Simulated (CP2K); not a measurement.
# MP2/ccGRB-D (core potential, ngrids 4) run of BSiH4OF (SMILES FBO[SiH3])

What is the energy change on altering one bond length of BSiH4OF at MP2/ccGRB-D (core potential, ngrids 4)? 

Program for the calculation: CP2K 2026.2.

2 further runs of the same task are left out: 2 set aside as unsound or not needed. Runs told in other sessions of the task aren't counted.

### 1 Starting point

The species is BSiH4OF (8 atoms), meant as a singlet with charge 0. As SMILES, `FBO[SiH3]`. The coordinates come from a PBE0-D4/def2-TZVP relaxation. This is one conformer, not always the lowest.

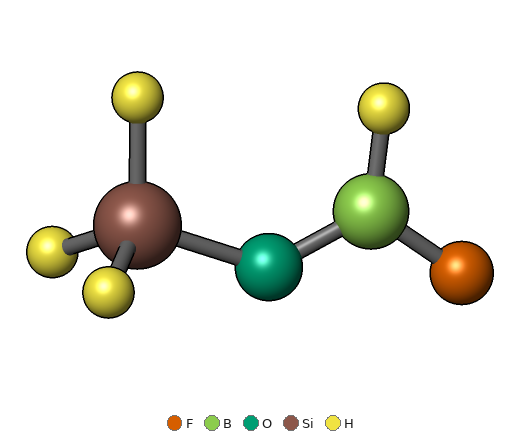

The structure, seen from a chosen angle (fluorine orange, boron green, oxygen teal, silicon brown, hydrogen yellow).

### 2 A single-point energy at MP2/ccGRB-D (core potential, ngrids 4)

calc.inp

```
&GLOBAL
 PROJECT calc
 RUN_TYPE ENERGY
 PRINT_LEVEL MEDIUM
&END GLOBAL

&FORCE_EVAL
 METHOD Quickstep
 &DFT
  BASIS_SET_FILE_NAME BASIS_ccGRB_UZH
  POTENTIAL_FILE_NAME POTENTIAL_UZH
  &QS
   METHOD GAPW
   EPS_DEFAULT 1.0E-10
  &END QS
  &MGRID
   CUTOFF 280
   REL_CUTOFF 50
   NGRIDS 4
  &END MGRID
  &POISSON
   PERIODIC NONE
   POISSON_SOLVER MULTIPOLE
  &END POISSON
  &SCF
   SCF_GUESS ATOMIC
   EPS_SCF 1.0E-06
   MAX_SCF 30
   &OT
    MINIMIZER DIIS
    PRECONDITIONER FULL_ALL
   &END OT
   &OUTER_SCF
    EPS_SCF 1.0E-06
    MAX_SCF 10
   &END OUTER_SCF
  &END SCF
  &XC
   &XC_FUNCTIONAL NONE
   &END XC_FUNCTIONAL
   &HF
    FRACTION 1
    &SCREENING
     EPS_SCHWARZ 1.0E-09
    &END SCREENING
    &MEMORY
     MAX_MEMORY 1050
    &END MEMORY
   &END HF
   &WF_CORRELATION
    &MP2
     METHOD DIRECT_CANONICAL
    &END MP2
    MEMORY 900
   &END WF_CORRELATION
  &END XC
  &PRINT
   &MOMENTS
    PERIODIC F
    REFERENCE COM
    MAX_MOMENT 1
   &END MOMENTS
   &MO_CUBES
    NLUMO 5
    NHOMO -1
    WRITE_CUBE F
   &END MO_CUBES
   &HIRSHFELD OFF
   &END HIRSHFELD
  &END PRINT
 &END DFT
 &SUBSYS
  &CELL
   ABC 10 10.2 10.9
   PERIODIC NONE
  &END CELL
  &COORD
   F     -1.599400    -1.699200     1.426100
   B     -0.685400    -0.787600     1.133000
   O     -0.487500    -0.477100    -0.157600
   Si     0.521000     0.572800    -0.945400
   H     -0.075300    -0.278500     2.029800
   H     -0.317100     1.531000    -1.702400
   H      1.370700     1.295700     0.034600
   H      1.365000    -0.214300    -1.873700
  &END COORD
  &TOPOLOGY
   &CENTER_COORDINATES
   &END CENTER_COORDINATES
  &END TOPOLOGY
  &KIND F
   BASIS_SET ccGRB-D-q7
   POTENTIAL GTH-PBE0-q7
  &END KIND
  &KIND B
   BASIS_SET ccGRB-D-q3
   POTENTIAL GTH-PBE0-q3
  &END KIND
  &KIND O
   BASIS_SET ccGRB-D-q6
   POTENTIAL GTH-PBE0-q6
  &END KIND
  &KIND Si
   BASIS_SET ccGRB-D-q4
   POTENTIAL GTH-PBE0-q4
  &END KIND
  &KIND H
   BASIS_SET ccGRB-D-q1
   POTENTIAL GTH-PBE0-q1
  &END KIND
 &END SUBSYS
&END FORCE_EVAL
```

Command:

```bash
OMP_NUM_THREADS=1 cp2k.psmp -i calc.inp > calc.out 2>&1
```

Output:

```text
CP2K| version string:                                       CP2K version 2026.2
[...]
 GLOBAL| Method name                                                        CP2K
[...]
 GLOBAL| Run type                                                         ENERGY
[...]
 DFT| Spin restricted Kohn-Sham (RKS) calculation                            RKS
 DFT| Multiplicity                                                             1
[...]
 DFT| Charge                                                                   0
[...]
 QS| Method:                                                                GAPW
[...]
 QS| Density cutoff [a.u.]:                                                140.0
[...]
 QS| Relative density cutoff [a.u.]:                                        25.0
[...]
                             - Atoms:                                          8
[...]
                             - Spherical basis functions:                     72
[...]
 Number of electrons:                                                         24
[...]
     1 OT DIIS     0.15E+00    1.7     0.11526316       -47.0750830076 -4.71E+01
[...]
    12 OT DIIS     0.15E+00    0.3     0.00000076       -48.5696070852 -9.32E-10
  *** SCF run converged in    12 steps ***
[...]
  Overlap energy of the core charge distribution:               0.00000143043383
  Self energy of the core charge distribution:               -128.83621576398738
  Core Hamiltonian energy:                                     36.46319008885565
  Hartree energy:                                              53.43537947473291
  Exchange-correlation energy:                                  0.00000000000000
  Hartree-Fock Exchange energy:                               -11.14871259223334
[...]
                     Mulliken Population Analysis
 #  Atom  Element  Kind  Atomic population                           Net charge
       1     F        1          7.126015                             -0.126015
       2     B        2          2.908872                              0.091128
       3     O        3          6.154142                             -0.154142
       4     Si       4          3.518968                              0.481032
       5     H        5          0.997254                              0.002746
       6     H        5          1.097351                             -0.097351
       7     H        5          1.099979                             -0.099979
       8     H        5          1.097419                             -0.097419
 # Total charge                             24.000000                  0.000000
[...]
  Dipole moment [Debye]
    X=  0.1545776E+01 Y=  0.1540261E+01 Z= -0.4904229E+00  Total=      2.2365920
[...]
 HOMO - LUMO gap [eV] :   16.257364
[...]
 ENERGY| Total FORCE_EVAL ( QS ) energy [hartree]            -49.088787908482701
[...]
```

Run time: 8.4 s. Hardware: 1 thread of Arm Neoverse V2, shared host; peak memory 0.61 GiB.

### 3 The distorted shape at the same level

Edit calc.inp of step 2 so:

```diff
@@ -1,3 +1,3 @@
 &GLOBAL
- PROJECT calc
+ PROJECT_NAME calc
  RUN_TYPE ENERGY
@@ -7,3 +7,3 @@
 &FORCE_EVAL
- METHOD Quickstep
+ METHOD QS
  &DFT
@@ -73,3 +73,3 @@
   &CELL
-   ABC 10 10.2 10.9
+   ABC 10.2 10.4 11.1
    PERIODIC NONE
@@ -77,7 +77,7 @@
   &COORD
-   F     -1.599400    -1.699200     1.426100
-   B     -0.685400    -0.787600     1.133000
-   O     -0.487500    -0.477100    -0.157600
+   F     -1.801130    -1.909212     1.583684
+   B     -0.887130    -0.997612     1.290584
+   O     -0.689230    -0.687112    -0.000016
    Si     0.521000     0.572800    -0.945400
-   H     -0.075300    -0.278500     2.029800
+   H     -0.277030    -0.488512     2.187384
    H     -0.317100     1.531000    -1.702400
```

Command:

```bash
OMP_NUM_THREADS=1 cp2k.psmp -i calc.inp -o calc.out
```

Output, cut to the lines that bear on the results:

```text
CP2K| version string:                                       CP2K version 2026.2
[...]
 GLOBAL| Method name                                                        CP2K
[...]
 GLOBAL| Run type                                                         ENERGY
[...]
 DFT| Spin restricted Kohn-Sham (RKS) calculation                            RKS
 DFT| Multiplicity                                                             1
[...]
 DFT| Charge                                                                   0
[...]
 QS| Method:                                                                GAPW
[...]
 QS| Density cutoff [a.u.]:                                                140.0
[...]
 QS| Relative density cutoff [a.u.]:                                        25.0
[...]
                             - Atoms:                                          8
[...]
                             - Spherical basis functions:                     72
[...]
 Number of electrons:                                                         24
[...]
     1 OT DIIS     0.15E+00    1.6     0.12443434       -47.0139360738 -4.70E+01
[...]
    14 OT DIIS     0.15E+00    0.3     0.00000037       -48.5332551475 -1.46E-10
  *** SCF run converged in    14 steps ***
[...]
  Overlap energy of the core charge distribution:               0.00000142399312
  Self energy of the core charge distribution:               -128.83621576398738
  Core Hamiltonian energy:                                     36.11656638335532
  Hartree energy:                                              53.74001532349680
  Exchange-correlation energy:                                  0.00000000000000
  Hartree-Fock Exchange energy:                               -11.04436579575563
[...]
                     Mulliken Population Analysis
 #  Atom  Element  Kind  Atomic population                           Net charge
       1     F        1          7.133423                             -0.133423
       2     B        2          2.916248                              0.083752
       3     O        3          6.388237                             -0.388237
       4     Si       4          3.368161                              0.631839
[...]
  Dipole moment [Debye]
    X=  0.2685863E+01 Y=  0.2748746E+01 Z= -0.1616058E+01  Total=      4.1690657
[...]
 HOMO - LUMO gap [eV] :   14.996463
[...]
 ENERGY| Total FORCE_EVAL ( QS ) energy [hartree]            -49.061451677652222
[...]
```

Run time: 8.7 s. Hardware: 1 thread of Arm Neoverse V2, shared host; peak memory 0.62 GiB.

### 4 Outcome

Level: MP2/ccGRB-D (core potential, ngrids 4).

| quantity | value |
| --- | --- |
| first shape: total energy | -49.08879 Eh |
| first shape: dipole moment (of the density that the program reports) | 2.24 D |
| first shape: HOMO energy (Hartree–Fock orbitals) | -12.99 eV |
| first shape: LUMO energy (Hartree–Fock orbitals) | 3.26 eV |
| first shape: HOMO–LUMO gap (Hartree–Fock orbitals) | 16.26 eV |
| first shape: correlation energy | -519.2 mEh |
| distorted shape: total energy | -49.06145 Eh |
| distorted shape: dipole moment (of the density that the program reports) | 4.17 D |
| distorted shape: HOMO energy (Hartree–Fock orbitals) | -12.68 eV |
| distorted shape: LUMO energy (Hartree–Fock orbitals) | 2.31 eV |
| distorted shape: HOMO–LUMO gap (Hartree–Fock orbitals) | 15.00 eV |
| distorted shape: correlation energy | -528.2 mEh |
| energy change with the O3–Si4 bond stretched from 1.655 to 1.986 Å | 0.744 eV |

With the O3–Si4 bond stretched from 1.655 to 1.986 Å the energy rises by 0.74 eV (17.2 kcal/mol). The first shape isn't relaxed at this level, so the change isn't measured from a minimum.
